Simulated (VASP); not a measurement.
Band structure of NbP (relaxed from the CsCl structure, space group Pm-3m). Level of theory: r2SCAN meta-GGA, VASP's PBE PAW potentials (set 64) (plane waves; VASP).

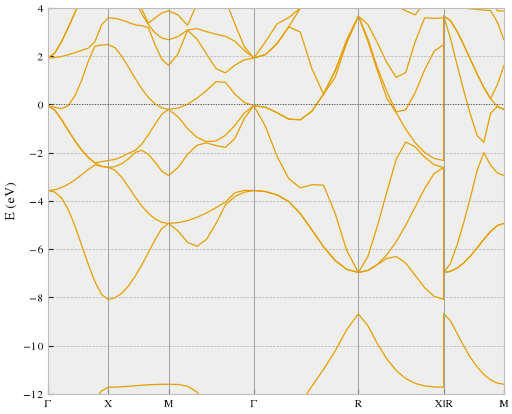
Bands along high-symmetry lines, zero at the valence-band maximum or, without a gap, the Fermi level

Read the plot: is there a gap, and where are the band edges?

It has no gap at this level: it comes out as a metal or semimetal.

The structure was generated: NbP was put into the CsCl type (Pm-3m), which need not be its known phase. It was relaxed first, which changed the volume by +13 %.
